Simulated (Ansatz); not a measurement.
## SnTe: response to strain

The reference is SnTe in the rock salt structure (space group Fm-3m, No. 225).

```
CELL_PARAMETERS angstrom
      0.00000     3.18483     3.18483
      3.18483     0.00000     3.18483
      3.18483     3.18483     0.00000
ATOMIC_POSITIONS crystal
  Sn 0.00000 0.00000 0.00000
  Te 0.50000 0.50000 0.50000
```

Strains are applied to the cell and any free atomic positions relax.

All numbers come from Kohn–Sham DFT with the r2SCAN functional, run in Ansatz (a first-principles code) with PAW and 500 eV plane waves, no spin-orbit coupling.

Notes on the quantities. energy relative to the base: free energy F.

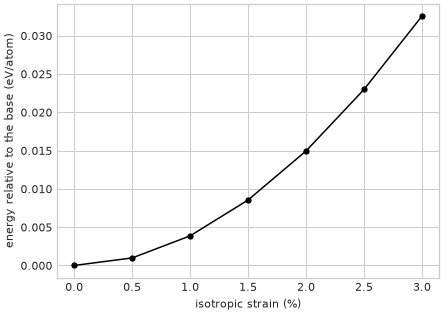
*Energy relative to the base against isotropic strain*

```csv
isotropic strain (%),energy relative to the base
0.5,+1.0 meV/atom
1,+3.9 meV/atom
1.5,+8.5 meV/atom
2,+15 meV/atom
2.5,+23 meV/atom
3,+33 meV/atom
```

Stability against distortions was not tested.
